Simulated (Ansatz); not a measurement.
System: AlF2H2 (doublet).

```json
{"atom": "Al", "x (Å)": "0.0801", "y (Å)": "0.2340", "z (Å)": "0.6634"}
{"atom": "H", "x (Å)": "0.4877", "y (Å)": "-1.3800", "z (Å)": "0.9891"}
{"atom": "F", "x (Å)": "1.0137", "y (Å)": "0.9614", "z (Å)": "-0.5292"}
{"atom": "H", "x (Å)": "-1.0204", "y (Å)": "-0.9240", "z (Å)": "0.0947"}
{"atom": "F", "x (Å)": "-0.4485", "y (Å)": "1.1086", "z (Å)": "1.9970"}
```

Level of theory: UKS LDA/cc-pVDZ (Ansatz 0.2.0).

### Predict the electron density, electron localisation function and spin density between the atoms.

Al–F (1.68 Å): ρ is about 0.72 e/Å³ halfway; the ELF peaks at about 0.85 in the valence shell of F, 0.5 Å from its nucleus, and is about 0.30 at the midpoint.
The unpaired spin (1 electron) lies mostly on H2 (about 0.3), H4 (about 0.3) and Al1 (about 0.3), in electrons by Hirshfeld's partition.

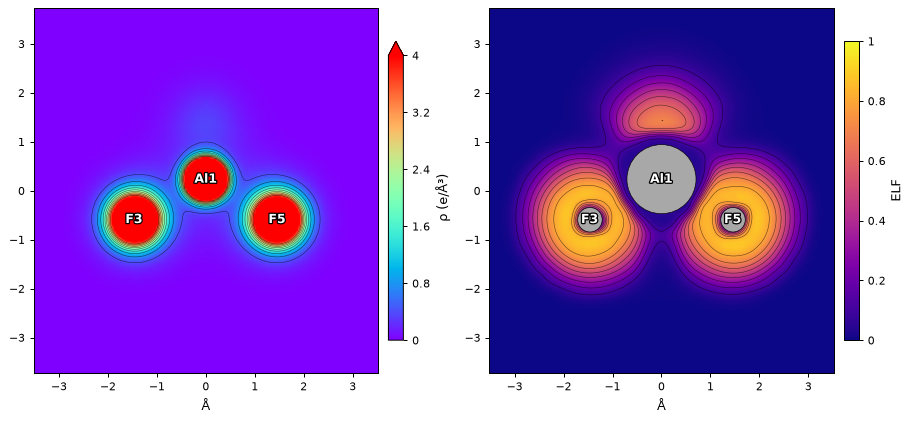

Computed electron density and electron localisation function on the plane of atoms F3, Al1 and F5, in this order. Grey discs cover the atomic cores in the ELF map. 
